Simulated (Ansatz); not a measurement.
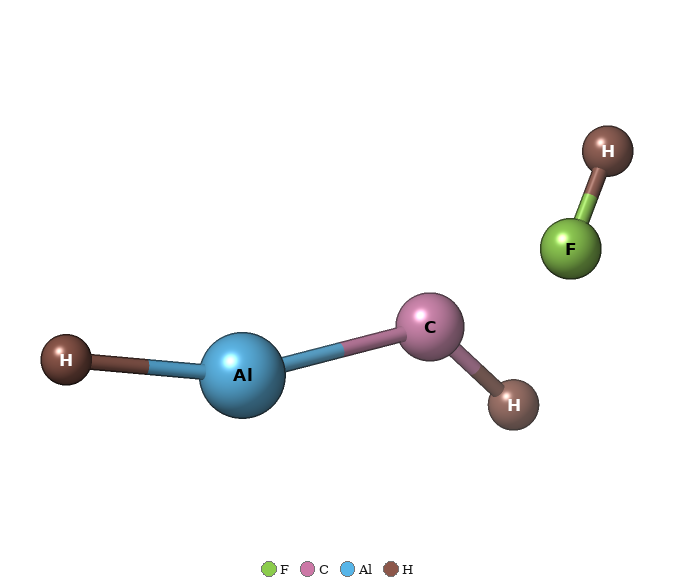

Charge +1, singlet. The computed structure is the end point of a PBE0-D4/def2-TZVP optimisation. No frequency run is at hand to confirm it as a minimum. Level of theory: RKS PBE0-D4/def2-TZVPP (Ansatz 0.2.0).

Predict the main results.

The species is CH₃AlF⁺.
- HOMO energy (Kohn–Sham orbital): −11.86 eV
- LUMO energy (Kohn–Sham orbital): −8.07 eV
- HOMO–LUMO gap: 3.80 eV
